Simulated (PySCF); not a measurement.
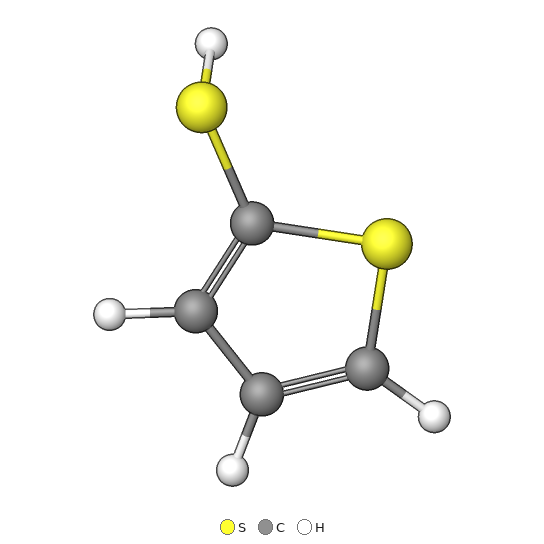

The picture comes from a calculation with PySCF.

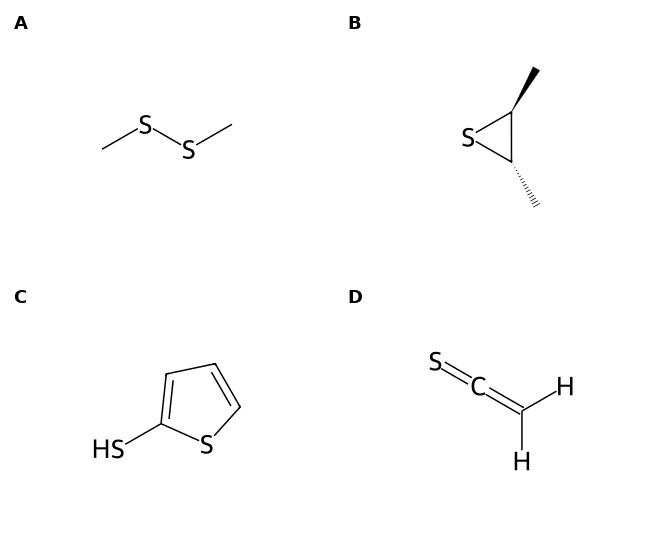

Which structural formula matches the 3D model?

Answer. C, `Sc1cccs1`.
